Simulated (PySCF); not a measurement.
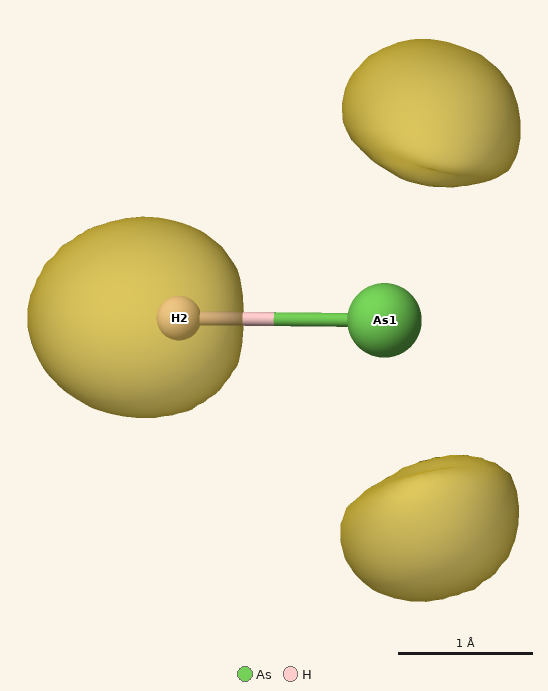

The picture shows: AsH (charge −1, doublet). Isosurface of the ELF at 0.9 (yellow), seen from one side. Core shells and regions of very low density are left out.

All numbers below come from PySCF, PBE0/def2-TZVPPD, non-relativistic Hamiltonian with scalar-relativistic core potentials where named, at a bond length of 1.548 Å.

Question: Where are the electrons localised?

Answer: The surface consists of one region around a hydrogen nucleus and two lobes on As, pointing away from the bonds (non-bonding electrons).

Values along the shortest contacts:
As–H (1.55 Å): the ELF climbs to about 1 towards the hydrogen, as it does in any bond to H.
